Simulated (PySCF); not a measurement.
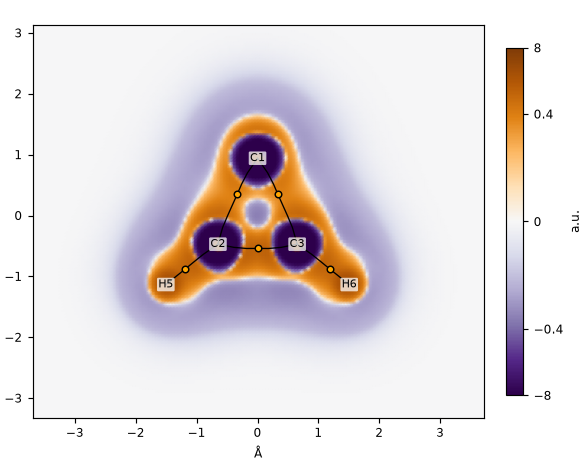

*C3H3, charge −1, SMILES `[CH-]1C=C1`. Negative Laplacian of the density (−∇²ρ) in the plane of C1, C2, C3, H5 and H6 (orange positive, purple negative, colour scale in a.u., logarithmic beyond ±0.04), with bond paths and bond critical points (dots).*

PySCF calculation, HF/6-311+G**, gas phase; geometry: GFN2-xTB. This is a single-reference result, which may miss multireference character in this system. No frequency check shows the geometry to be a minimum.

Q: At which bond critical points in this plane is charge locally concentrated, and at which depleted?

A: Concentrated (∇²ρ < 0): C2–C3 (−1.01 a.u.); C2–H5 and C3–H6 (−0.95 a.u.); C1–C3 and C1–C2 (−0.32 a.u.). At none is it depleted.

Q: Where along C2–H5 does the critical point lie?

A: 0.68 Å from C2 and 0.41 Å from H5.

The PySCF run took 1.1 s on 1 thread of Arm Neoverse V1 (shared host), peak memory 0.17 GiB.
